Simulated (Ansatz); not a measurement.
```yaml
atoms:
  - { symbol: N, position_ang: [-0.8113, -0.2871, 0.2155] }
  - { symbol: Au, position_ang: [0.4183, 1.4553, 0.0186] }
  - { symbol: Br, position_ang: [1.7955, 3.4039, -0.2021] }
  - { symbol: H, position_ang: [-0.3656, -1.1100, -0.1968] }
  - { symbol: H, position_ang: [-1.7133, -0.1628, -0.2503] }
  - { symbol: H, position_ang: [-1.0013, -0.5022, 1.1971] }
```

Core potentials replace the inner electrons of Au.

Method: Ansatz 0.2.0, RKS B3LYP-D4/def2-SVP.

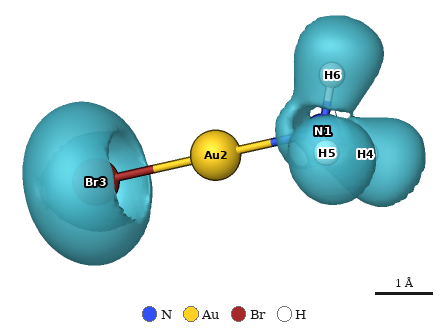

AuBrH3N. Isosurface of the ELF at 0.75 (cyan), seen at a tilt. Core shells and regions of very low density are left out.

### Describe the localisation domains.

The ELF exceeds this value in one ring or bowl of non-bonding electrons around Br and one joined region spread over several atoms (H, N), in which their bonds and any lone pairs are merged. Profiles from the grid: Au–N (2.14 Å): the ELF peaks at about 0.95 in the valence shell of N, 0.6 Å from its nucleus, and is about 0.15 at the midpoint. Au–Br (2.40 Å): the ELF peaks at about 0.70 in the valence shell of Br, 1.0 Å from its nucleus, and is about 0.40 at the midpoint.
